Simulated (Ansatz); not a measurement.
Hypothetical Pm-3n BN: pressure series

Start from BN (space group Pm-3n, No. 223; a hypothetical phase, not in the database extracts checked).

Space group Pm-3n (No. 223); a = b = c = 4.4193 Å, α = β = γ = 90.00°

| atom | site | symmetry | x | y | z |
|---|---|---|---|---|---|
| B | 6c | -4m.2 | 0.0000 | 0.5000 | 0.2500 |
| N | 6d | -4m.2 | 0.0000 | 0.2500 | 0.5000 |

Cell and atoms are relaxed at each pressure.

The values are results of PBEsol (Ansatz, a quantum-chemistry and plane-wave program), scalar-relativistic without spin-orbit coupling, not measurements.

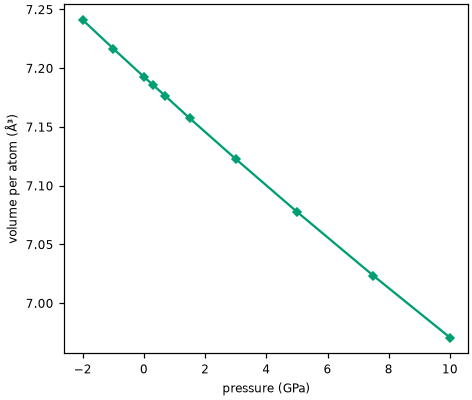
Fig. 1. Volume per atom against pressure

Task: From the plot, what is the volume per atom for pressure 5 GPa?

Result: About 7.08 Å³.

Task: Is the trend monotonic over the range shown?

Result: Yes, it falls throughout, spanning 6.97 Å³ to 7.24 Å³.

Load acts through the strain it causes; cell and atoms are relaxed under it. Stability against distortions was not tested. Competing high-pressure phases were not computed.
